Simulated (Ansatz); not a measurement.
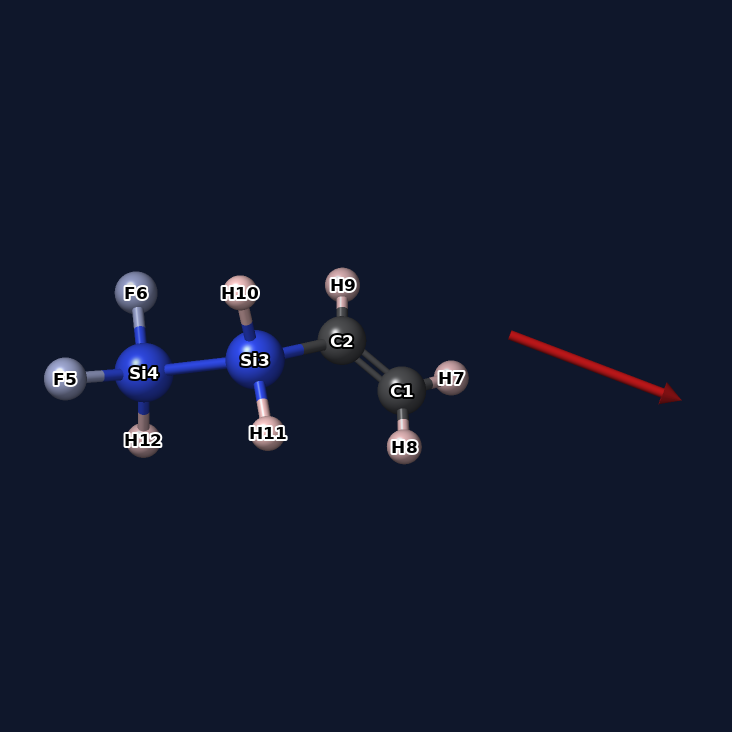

The arrow beside the molecule shows the direction of the dipole moment, from the negative to the positive end (its length means nothing). Computed geometry: PBE-D4/def2-SVP optimisation. No frequency run is at hand to confirm it as a minimum. Method: RKS PBE-D4/def2-SVP (Ansatz 0.2.0).

Estimate the dipole moment.

2.34 D; it points from the side of F5 to the side of H7 (the outermost atoms at the two ends).
